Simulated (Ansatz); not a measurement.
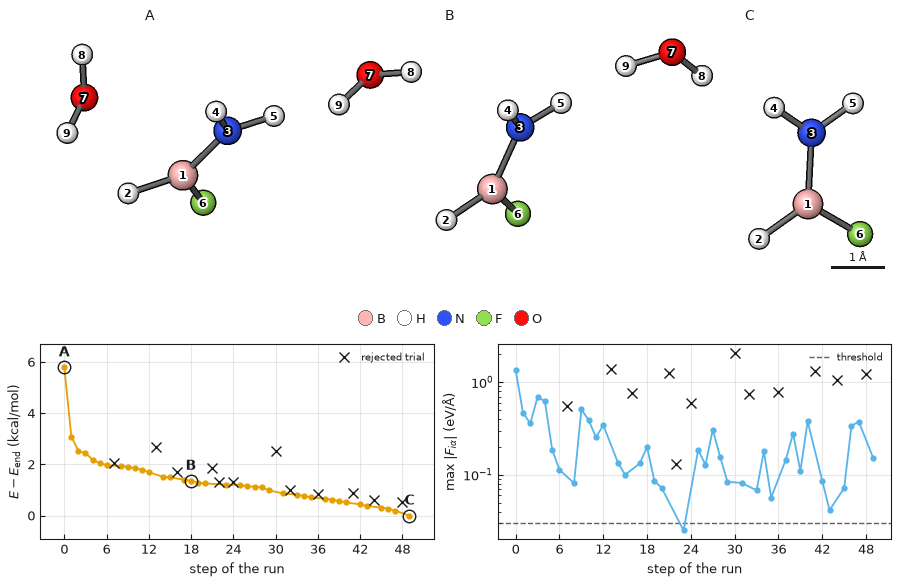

Frames of a relaxation of BNH$_{5}$OF, marked on the history of the run. A ball-and-stick model, seen at a tilt.

The run prepares an end point of a later path (reaction) calculation, from a guessed geometry.

Computed with Ansatz, RHF/6-31G*.

The input:
```yaml
crystal:
  periodic: [false, false, false]
  atoms:
    - { symbol: B, position_ang: [0.037153, -0.1644, -0.206755] }
    - { symbol: H, position_ang: [-0.092263, -0.552201, 0.91125] }
    - { symbol: "N", position_ang: [1.284956, -0.176777, -0.830492] }
    - { symbol: H, position_ang: [2.114788, -0.485725, -0.379645] }
    - { symbol: H, position_ang: [1.414408, 0.122579, -1.771583] }
    - { symbol: F, position_ang: [-1.044924, 0.180528, -0.892105] }
    - { symbol: O, position_ang: [-0.032166, 1.927997, 1.365701] }
    - { symbol: H, position_ang: [0.858786, 2.197729, 1.547335] }
    - { symbol: H, position_ang: [-0.146338, 1.080869, 1.824294] }
basis:
  gaussian: { orbitals: "6-31G*" }
hamiltonian:
  xc: hf
relax:
  f_tol: 0.03
  max_steps: 50
```

Run as
```bash
ansatz run input.yaml --threads 1 --pin off --max-ram 2048MiB --backend cpu --events-out ev --progress --plain --runs-dir out
```

Q: What happens along the run?

A: The relaxation stopped without meeting its thresholds, so the last structure isn't shown to be converged. It used up its limit of 50 steps. Over 37 accepted moves (49 points after the start) the energy falls by 5.79 kcal/mol. Largest force component: 1.3 eV/Å at the start, 0.15 eV/Å at the end. The line search rejected the trial steps at points 7, 13, 16, 21, 22, 24, 30, 32 and more of the run. The forces were under the threshold at step 23, but the run went on from there. The largest move after the best rigid fit is that of H9, 1.50 Å. Largest moves by element: H 1.50 Å, F 1.36 Å, O 1.26 Å, B 0.73 Å, N 0.46 Å. Some distances before and after: O7–H9 0.970 → 0.949 Å, N3–H4 0.994 → 0.998 Å, B1–F6 1.326 → 1.331 Å. From step 0 to 18: H9 moves most (0.78 Å), energy −4.43 kcal/mol. From step 18 to 49: F6 moves most (1.07 Å), energy −1.36 kcal/mol.

```
step  E − E(0), kcal/mol  largest force component, eV/Å      note
   0                0.00                         1.3499          
   1               -2.70                         0.4678          
   2               -3.26                         0.3580          
   3               -3.34                         0.6907          
   4               -3.60                         0.6233          
   5               -3.74                         0.1867          
   6               -3.81                         0.1129          
   7               -3.72                         0.5547  rejected
   8               -3.86                         0.0811          
   9               -3.87                         0.5087          
  10               -3.94                         0.3883          
  12               -4.09                         0.3446          
  14               -4.27                         0.1353          
  16               -4.08                         0.7707  rejected
  18               -4.43                         0.1990          
  20               -4.53                         0.0721          
  22               -4.49                         0.1320  rejected
  24               -4.47                         0.6032  rejected
  26               -4.63                         0.1281          
  28               -4.68                         0.1573          
  31               -4.92                         0.0815          
  33               -4.97                         0.0678          
  35               -5.07                         0.0566          
  37               -5.12                         0.1451          
  39               -5.22                         0.1098          
  41               -4.89                         1.3228  rejected
  43               -5.41                         0.0414          
  45               -5.47                         0.0720          
  47               -5.60                         0.3756          
  49               -5.79                         0.1500
```

Limits of the set-up: Hartree-Fock leaves out electron correlation.
